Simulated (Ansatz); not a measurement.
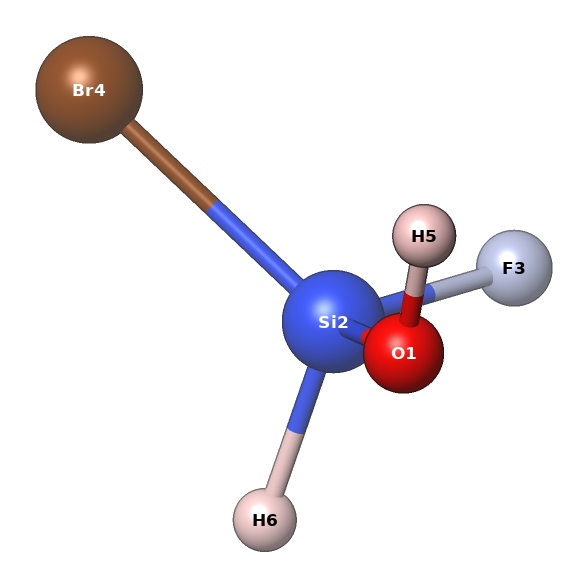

Source: calculation with Ansatz.

Si2 lies behind O1. The molecule seen a little off the O1–Si2 bond, O1 in front. Depth is shown by fading: the farther an atom, the more it takes the colour of the background. Geometry: moved along internal coordinates away from the minimum.

> What is the torsion angle H5–O1–Si2–Br4? The sign is positive where the front bond must turn clockwise to cover the back bond.

−44°, synclinal (gauche).
